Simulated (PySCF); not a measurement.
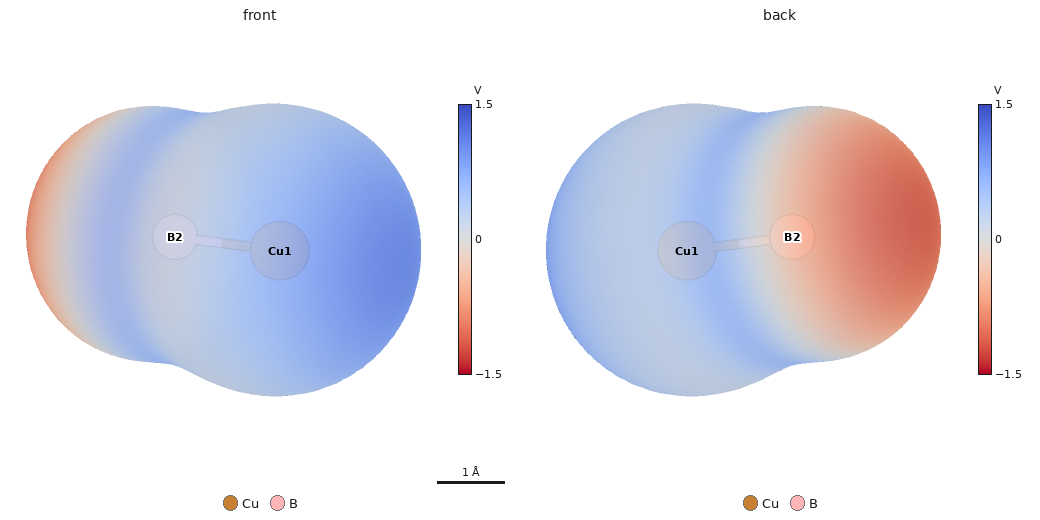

Figure 1: CuB. The electrostatic potential painted on the density surface at 0.001 e/bohr³, seen from the front and from behind; red is negative and blue positive.

Theory: PySCF, PBE0/def2-TZVPP, non-relativistic Hamiltonian with scalar-relativistic core potentials where named, at a bond length of 1.962 Å.

**Where is the surface potential most negative and most positive?**

The most negative region (about −1.1 V, or −25 kcal/mol for a unit charge) lies over B2, the most positive (about +1.0 V, or +23 kcal/mol for a unit charge) over Cu1.
